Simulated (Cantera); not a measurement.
A closed system holds: 1 mol PbF2, 23 mol H2, held at 0.180 bar.

Method: chemical equilibrium by Gibbs-energy minimisation in Cantera with the NASA 1993 tables (ideal gas, pure condensed phases). Candidate condensed phases: Pb, PbF2; 16 gas species. Equilibrium is a limit: real reactors are often held back by kinetics, nucleation or transport.

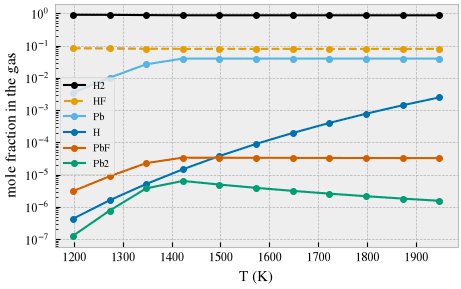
Fig. 1. Equilibrium gas composition (values under 1e-9 drawn at 1e-9)

From 1198 K to 1348 K the condensed part is Pb(l). From 1423 K to 1948 K nothing is condensed. The main Pb-bearing gas is Pb throughout.
